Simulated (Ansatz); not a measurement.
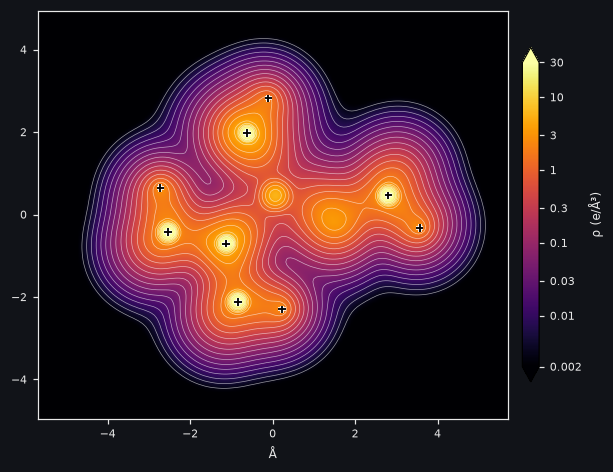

The total electron density on a plane through atoms (crosses mark nuclei in the plane).

All numbers below come from RKS PBE0-D4/def2-TZVPP (Ansatz).

Candidates:
A. C6H15ClO3Zr (SMILES CC[O][Zr]([Cl])([O]CC)[O]CC)
B. C6H20N4Si (SMILES CN(C)[Si](N)(N(C)C)N(C)C)
C. C6H15F3GaP (SMILES CC[P+](CC)(CC)[Ga-]([F])([F])[F])

> Which candidate gave the map?

Candidate B: C6H20N4Si on the plane of atoms N9, C10 and H27, which holds N, C and H. C–N (1.44 Å): ρ is about 2 e/Å³ halfway. N–H (1.01 Å): the density is about 2.9 e/Å³ at the midpoint.
